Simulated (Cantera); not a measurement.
Input: 1 mol C6H6, 0.81 mol O2, 71 mol H2, equilibrated at 1.00 bar.

Equilibrium computed with Cantera from the NASA thermochemical tables; the gas is ideal and each condensed phase is pure. Candidate condensed phases: C, C6H6, C7H8, C8H18, H2O; 110 gas species. Equilibrium is a limit: real reactors are often held back by kinetics, nucleation or transport.

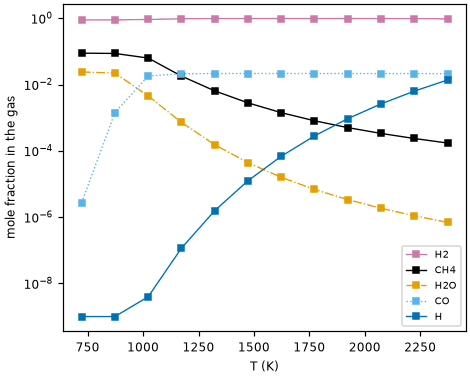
Equilibrium gas composition (values under 1e-9 drawn at 1e-9)

Task: Read off the mole fractions at 873 K.

Result: H2 about 0.89, CH4 about 0.086, H2O about 0.022, CO about 0.0014.
